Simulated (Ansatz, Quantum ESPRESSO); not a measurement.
# TiRe in the Bh ordering: electron–phonon coupling with Quantum ESPRESSO

Wanted: phonons, linewidths and couplings of TiRe in the Bh ordering from a second program. The first relaxation steps of the session are not shown, so no cell shown is the starting entry, unless a step says so.

Calculated with Ansatz 0.2.0 and Quantum ESPRESSO 7.5; DFT PBEsol, scalar-relativistic, plane waves, PAW, in the first sound run; inputs show where later runs differ.

The structure was built from a prototype and need not be the compound's stable phase.

### 1. The cell after earlier relaxation steps

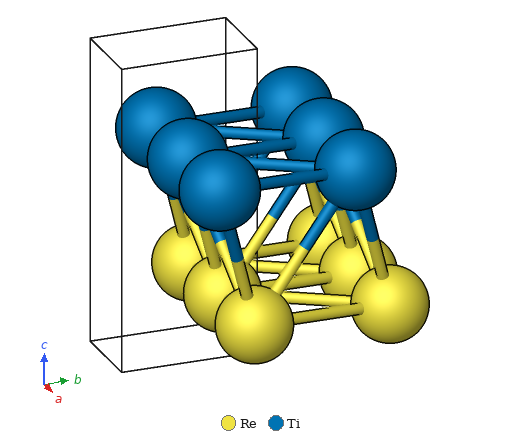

The cell as given, slightly off an axis (rhenium yellow, titanium blue). 3×2×1 cells are drawn.

### 2. Relaxing tightly for phonons

Phonons are second derivatives about the minimum, so the remaining forces must be small: the thresholds are tightened. Earlier relaxation steps are not shown.

File input.yaml:

```yaml
crystal:
  lattice:
    - [2.7242193863, -2.7702e-06, 0.0]
    - [-1.3621072941, 2.3592445791, 0.0]
    - [0.0, 0.0, 4.7216914836]
  atoms:
    - { symbol: Re, position: [0.3333333333, 0.6666666667, 0.25] }
    - { symbol: Ti, position: [0.6666666667, 0.3333333333, 0.75] }
kpoints:
  mp_grid: { grid: [12, 12, 6] }
hamiltonian:
  xc: pbesol
scf:
  occupations: { method: methfessel_paxton, width: 0.2 }
output:
  forces: true
  stress: true
  eigenvalues: true
relax:
  adjacent_minimum: "off"
  f_tol: 0.001
  max_steps: 60
  cell: { stress_tol: 0.01 }
```

On the command line:

```console
> ansatz run input.yaml --threads 4 --pin off --max-ram 8192MiB --backend cpu --events-out ev --progress --plain --runs-dir out
```

Numbers of over 12 decimals in the logs are rounded to 6 here.

The log of the run:

```text
[the first part of the log is left out]
  E_xc         = -498.433455
  E_vxc        = -426.266531  (∫ρ·V_xc dr)
  E_paw        = -9554.109658  (= ΣΔE_a)
  E_vpaw       = -317.121130  (= ΣTr[D̂ρ^β])
  E_aug_tail   = 0.000037  (compensation charges beyond the density's cutoff)
  E_ewald      = -3073.165255
  E_core_change = 0.372646  (= ΣΔE_core)
  E_smearing   = -0.002702  (= −TS)
  E_closure    = 0.000000  (closes the sum)
  Σ components = -13210.978812   (vs F -13210.978812, Δ=0.00e0)
--- Forces (eV/Å), atoms counted from 1 ---
  atom   1  Re    -0.00000000    -0.00000000    -0.00000000
  atom   2  Ti     0.00000000     0.00000000     0.00000000
  max |Σ_I F_I| component: 4.16e-17 eV/Å
--- Stress (GPa, compression-positive) ---
       -0.001432       0.000000      -0.000000
        0.000000      -0.001432      -0.000000
       -0.000000      -0.000000       0.000745
  P = ⅓ Tr σ = -0.0007 GPa (-0.007 kbar)
--- Band table (eV; the first three rows and the last of 76) ---
  k-point 0: bands = ["-60.4722", "-36.9728", "-22.4332", "-21.8285", "-21.8285", "-13.2929", "-12.8610", "-12.8610", "10.7708", "14.3630", "18.1289", "18.1289", "18.7459", "19.3430", "20.4278", "20.4278", "20.7683", "20.7683"]
  k-point 1: bands = ["-60.4722", "-36.9732", "-22.4286", "-21.8284", "-21.8284", "-13.3043", "-12.8611", "-12.8611", "10.9653", "14.4028", "18.1003", "18.1003", "18.2850", "19.1478", "20.1895", "20.1895", "21.1054", "21.1054"]
  k-point 2: bands = ["-60.4722", "-36.9740", "-22.4193", "-21.8283", "-21.8283", "-13.3272", "-12.8614", "-12.8614", "11.4197", "14.4847", "17.2565", "18.0498", "18.0498", "18.9319", "19.9377", "19.9377", "21.6279", "21.6279"]
  k-point 75: bands = ["-60.3736", "-36.7730", "-22.5459", "-22.5383", "-22.2526", "-13.5154", "-13.5070", "-13.1381", "16.0558", "16.3069", "16.7002", "16.7055", "17.2360", "19.0703", "20.2853", "20.4627", "22.8319", "23.1168"]
--- Relaxed structure (4 steps of the walk, 3 accepted, 1 SCFs on fresh bases) ---
  F+E_penalty+E_count = -13210.97881222 eV   max|allowed force component| = 3.469e-17 eV/Å   (the final SCF, on the basis selected at the relaxed cell)
  cell:  # Å, volume = 30.3368 Å³
    - [2.725967, -2.77196916594809e-6, 0.0]
    - [-1.362981, 2.360758, 0.0]
    - [0.0, 0.0, 4.714088]
  atoms:
    - { symbol: Re, position: [0.333333, 0.666667, 0.25] }
    - { symbol: Ti, position: [0.666667, 0.333333, 0.750000] }
```

Elapsed: 5.6 s, on 4 threads of Arm Neoverse V1, shared host; peak memory 0.39 GiB; 20 s of CPU time.

The steps of the relaxation:

| step | energy less that of the first step (eV) | largest force component (eV/Å) | pressure (GPa) | volume (Å³) |
| --- | --- | --- | --- | --- |
| 1 | 0.0000 | 0.0000 | -0.04 | 30.35 |
| 2 | 0.0000 | 0.0000 | 0.10 | 30.33 |
| 3 | 0.0000 | 0.0000 | -0.26 | 30.37 |
| 4 | 0.0000 | 0.0000 | 0.00 | 30.34 |
| 5 | 0.0000 | 0.0000 | 0.00 | 30.34 |

The log counts 1 steps on a newly chosen plane-wave basis, not all of them marked here; energy and pressure can jump at such steps. Relaxation step 3 was tried and not accepted.

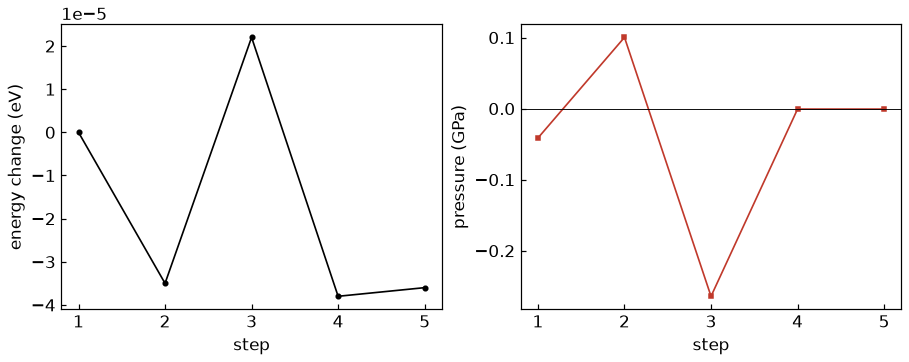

Energy and pressure along the relaxation.

| conventional cell, symmetrised | before | after | change |
| --- | --- | --- | --- |
| a (Å) | 2.724 | 2.726 | +0.1 % |
| b (Å) | 2.724 | 2.726 | +0.1 % |
| c (Å) | 4.722 | 4.714 | -0.2 % |
| volume (Å³/atom) | 15.17 | 15.17 | -0.0 % |

Final coordinates:

```
Re Ti
1.0
     2.72597    0.00000    0.00000
    -1.36298    2.36076    0.00000
     0.00000    0.00000    4.71409
Re Ti
1 1
Cartesian
  0.0000 1.5738 1.1785
  1.3630 0.7869 3.5356
```

Numbers from this step:

```yaml
pressure: -7.06e-4 GPa
volume_per_atom: 15.17 Å³
metallic_on_mesh: yes
gap_on_the_k_mesh: 0 eV
```

The largest force is now zero by symmetry and the largest stress component 0.0014 GPa.

### 3. Second program, ground state

ph.x needs a tightly converged ground state on the same k mesh; the cell is that of the step before.

This step: DFT PBEsol, scalar-relativistic, plane waves, GBRV ultrasoft pseudopotentials (Quantum ESPRESSO 7.5).

File pw.in:

```
&CONTROL
  calculation = 'scf'
  prefix      = 'x'
  outdir      = './tmp'
  pseudo_dir  = './pseudo'
  tprnfor     = .true.
  tstress     = .true.
/
&SYSTEM
  ibrav       = 0
  nat         = 2
  ntyp        = 2
  ecutwfc     = 45.0
  ecutrho     = 360.0
  occupations = 'smearing'
  smearing    = 'gaussian'
  degauss     = 0.01469973
  nbnd        = 23
/
&ELECTRONS
  conv_thr    = 1.0d-11
  mixing_beta = 0.5
/
ATOMIC_SPECIES
 Re    186.2070  Re.upf
 Ti     47.8670  Ti.upf
CELL_PARAMETERS angstrom
     2.725966899   -0.000002772    0.000000000
    -1.362981049    2.360757970    0.000000000
     0.000000000    0.000000000    4.714088448
ATOMIC_POSITIONS crystal
 Re     0.333333333   0.666666667   0.250000000
 Ti     0.666666667   0.333333333   0.750000000
K_POINTS automatic
 8 8 4 0 0 0
```

On the command line:

```console
> OMP_NUM_THREADS=1 mpirun -n 4 pw.x -nk 4 -in pw.in > pw.x.log
```

The log of the run:

```text
Program PWSCF v.7.5

     This program is part of the open-source Quantum ESPRESSO suite
     for quantum simulation of materials; please cite
         "P. Giannozzi et al., J. Phys.:Condens. Matter 21 395502 (2009);
         "P. Giannozzi et al., J. Phys.:Condens. Matter 29 465901 (2017);
         "P. Giannozzi et al., J. Chem. Phys. 152 154105 (2020);
     in publications or presentations arising from this work. More details at

     Message from routine setup:
     using ibrav=0 with symmetry is DISCOURAGED, use correct ibrav instead

     G-vector sticks info
     --------------------
     sticks:   dense  smooth     PW     G-vecs:    dense   smooth      PW
     Sum         661     313    109                23609     8211    1485

     Using Slab Decomposition

     bravais-lattice index     =            0
     lattice parameter (alat)  =       5.1513  a.u.
     unit-cell volume          =     204.7228 (a.u.)^3
     number of atoms/cell      =            2
     number of atomic types    =            2
     number of electrons       =        27.00
     number of Kohn-Sham states=           23
     kinetic-energy cutoff     =      45.0000  Ry
     charge density cutoff     =     360.0000  Ry
     scf convergence threshold =      1.0E-11
     mixing beta               =       0.5000
     number of iterations used =            8  plain     mixing
     Exchange-correlation= SLA  PW   PSX  PSC
                           (   1   4  10   8   0   0   0)

     celldm(1)=   5.151331  celldm(2)=   0.000000  celldm(3)=   0.000000
     celldm(4)=   0.000000  celldm(5)=   0.000000  celldm(6)=   0.000000

     crystal axes: (cart. coord. in units of alat)
               a(1) = (   1.000000  -0.000001   0.000000 )
               a(2) = (  -0.499999   0.866026   0.000000 )
               a(3) = (   0.000000   0.000000   1.729327 )

     reciprocal axes: (cart. coord. in units 2 pi/alat)
               b(1) = (  1.000001  0.577349 -0.000000 )
               b(2) = (  0.000001  1.154701 -0.000000 )
               b(3) = ( -0.000000 -0.000000  0.578260 )

     PseudoPot. # 1 for Re read from file:
     ./pseudo/Re.upf
     Pseudo is Ultrasoft + core correction, Zval = 15.0
     Using radial grid of  981 points,  8 beta functions with:
                l(1) =   0
                l(2) =   0
                l(3) =   1
                l(4) =   1
                l(5) =   2
                l(6) =   2
                l(7) =   3
                l(8) =   3
     Q(r) pseudized with  8 coefficients,  rinner =    1.150   1.150   1.150
                                                       1.150   1.150   1.150
                                                       1.150

     PseudoPot. # 2 for Ti read from file:
     ./pseudo/Ti.upf
     Pseudo is Ultrasoft + core correction, Zval = 12.0
     Using radial grid of  851 points,  6 beta functions with:
                l(1) =   0
                l(2) =   0
                l(3) =   1
                l(4) =   1
                l(5) =   2
                l(6) =   2
     Q(r) pseudized with  6 coefficients,  rinner =    1.000   1.000   1.000
                                                       1.000   1.000

     atomic species   valence    mass     pseudopotential
     Re               15.00   186.20700     Re( 1.00)
     Ti               12.00    47.86700     Ti( 1.00)

      6 Sym. Ops. (no inversion) found ( 3 have fractional translation)

   Cartesian axes

     site n.     atom                  positions (alat units)
         1        Re     tau(   1) = (   0.0000006   0.5773503   0.4323318  )
         2        Ti     tau(   2) = (   0.5000003   0.2886746   1.2969953  )

     number of k points=    36  Gaussian smearing, width (Ry)=  0.0147
                       cart. coord. in units 2pi/alat
        k(    1) = (   0.0000000   0.0000000   0.0000000), wk =   0.0078125
        k(    2) = (   0.0000000   0.0000000   0.1445649), wk =   0.0156250
        k(    3) = (   0.0000000   0.0000000  -0.2891298), wk =   0.0078125
        k(    4) = (   0.0000001   0.1443376   0.0000000), wk =   0.0468750
        k(    5) = (   0.0000001   0.1443376   0.1445649), wk =   0.0937500
        k(    6) = (   0.0000001   0.1443376  -0.2891298), wk =   0.0468750
        k(    7) = (   0.0000003   0.2886751   0.0000000), wk =   0.0468750
        k(    8) = (   0.0000003   0.2886751   0.1445649), wk =   0.0937500
        k(    9) = (   0.0000003   0.2886751  -0.2891298), wk =   0.0468750
        k(   10) = (   0.0000004   0.4330127   0.0000000), wk =   0.0468750
        k(   11) = (   0.0000004   0.4330127   0.1445649), wk =   0.0937500
        k(   12) = (   0.0000004   0.4330127  -0.2891298), wk =   0.0468750
        k(   13) = (  -0.0000006  -0.5773503   0.0000000), wk =   0.0234375
        k(   14) = (  -0.0000006  -0.5773503   0.1445649), wk =   0.0468750
        k(   15) = (  -0.0000006  -0.5773503  -0.2891298), wk =   0.0234375
        k(   16) = (   0.1250002   0.2165062   0.0000000), wk =   0.0468750
[...]
k(   29) = (   0.1249996  -0.3608440   0.1445649), wk =   0.0937500
        k(   30) = (   0.1249996  -0.3608440  -0.2891298), wk =   0.0468750
        k(   31) = (   0.2500004   0.4330124   0.0000000), wk =   0.0468750
        k(   32) = (   0.2500004   0.4330124   0.1445649), wk =   0.0937500
        k(   33) = (   0.2500004   0.4330124  -0.2891298), wk =   0.0468750
        k(   34) = (   0.2500006   0.5773500   0.0000000), wk =   0.0468750
        k(   35) = (   0.2500006   0.5773500   0.1445649), wk =   0.0937500
        k(   36) = (   0.2500006   0.5773500  -0.2891298), wk =   0.0468750

     Dense  grid:    23609 G-vectors     FFT dimensions: (  32,  32,  54)

     Smooth grid:     8211 G-vectors     FFT dimensions: (  24,  24,  40)

     Check: negative core charge=   -0.000007

     Initial potential from superposition of free atoms

     starting charge      25.4999, renormalised to      27.0000

     negative rho (up, down):  1.421E-01 0.000E+00
     Starting wfcs are   23 randomized atomic wfcs

     per-process dynamical memory:    29.5 Mb

     Self-consistent Calculation

     iteration #  1     ecut=    45.00 Ry     beta= 0.50
     Davidson diagonalization with overlap
     ethr =  1.00E-02,  avg # of iterations =  4.5

     negative rho (up, down):  1.533E-01 0.000E+00

     total energy              =    -305.77234827 Ry
     estimated scf accuracy    <       6.40145051 Ry

     iteration #  2     ecut=    45.00 Ry     beta= 0.50
     Davidson diagonalization with overlap
     ethr =  1.00E-02,  avg # of iterations =  3.5

[...]
iteration # 22     ecut=    45.00 Ry     beta= 0.50
     Davidson diagonalization with overlap
     ethr =  1.00E-13,  avg # of iterations =  2.0

     negative rho (up, down):  1.398E-01 0.000E+00

     End of self-consistent calculation

          k = 0.0000 0.0000 0.0000 (  1051 PWs)   bands (ev):

   -60.4201 -36.7858 -22.2817 -21.7305 -21.7305 -13.0951 -12.6715 -12.6715
    10.9438  14.5552  18.2802  18.2802  18.9501  19.5500  20.6285  20.6285
    20.9618  20.9618  23.1251  23.1251  28.4424  33.7648  35.1194

          k = 0.0000 0.0000 0.1446 (  1063 PWs)   bands (ev):

   -60.4202 -36.7866 -22.2725 -21.7304 -21.7304 -13.1178 -12.6718 -12.6718
    11.3477  14.6392  17.9823  18.2265  18.2265  19.2347  20.2485  20.2485
    21.5583  21.5583  23.0491  23.0491  30.1941  33.2439  35.1727

          k = 0.0000 0.0000-0.2891 (  1076 PWs)   bands (ev):

   -60.4202 -36.7874 -22.2633 -21.7303 -21.7303 -13.1404 -12.6720 -12.6720
    11.8552  14.7313  16.9265  18.1806  18.1806  19.0467  20.0394  20.0394
    22.1500  22.1500  22.7945  22.7945  32.2567  33.1820  35.1196

          k = 0.0000 0.1443 0.0000 (  1057 PWs)   bands (ev):

   -60.4075 -36.7602 -22.2580 -21.8849 -21.7663 -13.0770 -12.8147 -12.7029
    11.5843  15.0285  17.6743  18.3993  18.8684  19.3261  20.3351  20.6162
    20.7222  21.0126  23.2532  24.4019  28.3382  34.9224  35.9380

          k = 0.0000 0.1443 0.1446 (  1070 PWs)   bands (ev):

   -60.4075 -36.7609 -22.2503 -21.8852 -21.7662 -13.0957 -12.8139 -12.7033
    11.9836  15.0825  17.5590  17.7684  18.7987  18.8912  20.1577  20.4017
    21.4270  21.4896  23.0912  23.6422  30.2882  34.3060  36.0169

          k = 0.0000 0.1443-0.2891 (  1052 PWs)   bands (ev):

   -60.4074 -36.7616 -22.2425 -21.8856 -21.7661 -13.1141 -12.8132 -12.7037
    12.5097  15.0440  16.9004  17.7488  18.5055  18.7457  20.0128  20.2441
    22.1230  22.3357  22.6943  22.7838  32.7744  33.9009  35.5754

          k = 0.0000 0.2887 0.0000 (  1038 PWs)   bands (ev):

   -60.3767 -36.6980 -22.2469 -22.2004 -21.8519 -13.1519 -13.0329 -12.7780
    13.1058  15.7060  16.7989  17.3664  19.2617  19.9516  20.0039  20.5081
    20.8365  22.0396  23.4076  26.6865  28.0449  33.4774  35.2259

          k = 0.0000 0.2887 0.1446 (  1041 PWs)   bands (ev):

   -60.3767 -36.6983 -22.2482 -22.1961 -21.8518 -13.1494 -13.0415 -12.7787
    13.3994  15.6753  16.5684  17.5063  18.7317  19.8974  20.0479  20.5591
    21.4852  22.0655  23.1296  24.7134  30.4283  34.0228  35.1718

          k = 0.0000 0.2887-0.2891 (  1072 PWs)   bands (ev):

[...]
22.4708  22.5218  22.8255  22.8261  33.3298  33.3585  34.9374

          k = 0.0000 0.4330 0.0000 (  1036 PWs)   bands (ev):

[...]
22.6919  23.2822  23.4561  27.8098  28.7876  30.1963  33.7051

          k = 0.0000 0.4330 0.1446 (  1046 PWs)   bands (ev):

[...]
22.6315  23.0074  23.4641  25.4087  30.0823  31.5142  33.7362

          k = 0.0000 0.4330-0.2891 (  1030 PWs)   bands (ev):

[...]
23.0432  23.1532  23.3817  23.4465  31.2345  31.5500  34.5498

          k =-0.0000-0.5774 0.0000 (  1028 PWs)   bands (ev):

[...]
23.7941  24.0566  24.9249  26.2632  29.7342  29.7903  32.5915

          k =-0.0000-0.5774 0.1446 (  1030 PWs)   bands (ev):

[...]
23.8433  23.9975  24.0315  25.4643  29.4280  30.1143  33.5036

          k =-0.0000-0.5774-0.2891 (  1000 PWs)   bands (ev):

[...]
23.8885  23.8894  23.9871  23.9912  29.3471  30.2153  34.0676

          k = 0.1250 0.2165 0.0000 (  1047 PWs)   bands (ev):

[...]
20.6256  21.8350  23.2426  26.1466  28.1528  34.8848  35.8006

          k = 0.1250 0.2165 0.1446 (  1042 PWs)   bands (ev):

[...]
k = 0.1250 0.2165-0.2891 (  1058 PWs)   bands (ev):

[...]
k = 0.1250 0.3608 0.0000 (  1049 PWs)   bands (ev):

[...]
k = 0.1250 0.3608 0.1446 (  1050 PWs)   bands (ev):

[...]
k = 0.1250 0.3608-0.2891 (  1042 PWs)   bands (ev):

[...]
k = 0.1250 0.5052 0.0000 (  1038 PWs)   bands (ev):

[...]
k = 0.1250 0.5052 0.1446 (  1032 PWs)   bands (ev):

[...]
k = 0.1250 0.5052-0.2891 (  1030 PWs)   bands (ev):

[...]
k = 0.1250-0.5052 0.0000 (  1038 PWs)   bands (ev):

[...]
k = 0.1250-0.5052 0.1446 (  1032 PWs)   bands (ev):

[...]
k = 0.1250-0.5052-0.2891 (  1030 PWs)   bands (ev):

[...]
k = 0.1250-0.3608 0.0000 (  1049 PWs)   bands (ev):

[...]
k = 0.1250-0.3608 0.1446 (  1050 PWs)   bands (ev):

[...]
22.2425  22.8506  23.4975  25.5187  30.6353  32.7375  33.9254

          k = 0.1250-0.3608-0.2891 (  1042 PWs)   bands (ev):

[...]
22.9775  23.1835  23.2289  23.5096  32.4505  33.1094  34.8079

          k = 0.2500 0.4330 0.0000 (  1041 PWs)   bands (ev):

[...]
22.8330  23.3254  25.2589  28.7389  29.3329  30.6717  30.6742

          k = 0.2500 0.4330 0.1446 (  1038 PWs)   bands (ev):

[...]
22.1623  23.7450  25.4405  27.1394  29.3748  31.2445  32.6212

          k = 0.2500 0.4330-0.2891 (  1028 PWs)   bands (ev):

   -60.3329 -36.6086 -22.5535 -22.1711 -22.1201 -13.4260 -13.0709 -12.9624
    15.4579  15.8869  16.5518  17.7552  17.8875  19.0102  20.4371  20.6859
    23.3456  23.4540  25.4274  25.7972  30.2959  32.0019  33.2441

          k = 0.2500 0.5774 0.0000 (  1048 PWs)   bands (ev):

   -60.3239 -36.5900 -22.5587 -22.2911 -22.1011 -13.4400 -13.1847 -12.9561
    15.7556  15.9593  16.9621  17.4749  17.5672  19.5437  20.1096  22.3936
    22.6821  22.9733  26.2944  27.0796  28.7171  32.1060  32.1699

          k = 0.2500 0.5774 0.1446 (  1037 PWs)   bands (ev):

   -60.3239 -36.5899 -22.5600 -22.2917 -22.1031 -13.4365 -13.1837 -12.9501
    15.6435  16.1900  16.9425  17.1129  17.8730  19.2555  20.3758  21.7648
    22.6664  23.2823  26.5022  27.5029  29.2588  30.1847  31.7879

          k = 0.2500 0.5774-0.2891 (  1040 PWs)   bands (ev):

   -60.3239 -36.5898 -22.5614 -22.2922 -22.1051 -13.4331 -13.1825 -12.9441
    15.7129  16.0087  17.0058  17.2011  17.9714  19.0632  20.6459  20.8268
    23.1123  23.3465  26.9311  27.8221  28.6104  30.3981  31.7301

     the Fermi energy is    19.4830 ev

!    total energy              =    -309.51110567 Ry
     estimated scf accuracy    <          3.2E-12 Ry
     smearing contrib. (-TS)   =      -0.00400117 Ry
     internal energy E=F+TS    =    -309.50710451 Ry

     The total energy is F=E-TS. E is the sum of the following terms:
     one-electron contribution =     -55.87422521 Ry
     hartree contribution      =      42.37297669 Ry
     xc contribution           =     -70.13237589 Ry
     ewald contribution        =    -225.87348009 Ry

     convergence has been achieved in  22 iterations

     negative rho (up, down):  1.398E-01 0.000E+00

     Forces acting on atoms (cartesian axes, Ry/au):

     atom    1 type  1   force =     0.00000000    0.00000000    0.00000000
     atom    2 type  2   force =     0.00000000    0.00000000    0.00000000

     Total force =     0.000000     Total SCF correction =     0.000000

     Computing stress (Cartesian axis) and pressure

     negative rho (up, down):  1.398E-01 0.000E+00
          total   stress  (Ry/bohr**3)                   (kbar)     P=        5.09
   0.00005288   0.00000000   0.00000000            7.78        0.00        0.00
   0.00000000   0.00005288   0.00000000            0.00        7.78        0.00
  -0.00000000  -0.00000000  -0.00000190           -0.00       -0.00       -0.28

     Writing all to output data dir ./tmp/x.save/ :
     XML data file, charge density, pseudopotentials, collected wavefunctions

   JOB DONE.
```

Wall time 14 s (4 MPI ranks).

This step gave:

```
pressure : 0.5093 GPa
```

With these potentials, mesh and smearing the cell is at 0.51 GPa.

(Continued in part 2 of 3.)

[Logs are printed without paths, hosts, clocks, repeated set-up lines and the standing remarks that a program may print on its own settings, such as how far it seeks lower states.]

[Hosts, paths, dates, database ids (printed as entryN), source tags and the programs' standing remarks are cut or masked in the printed files.]
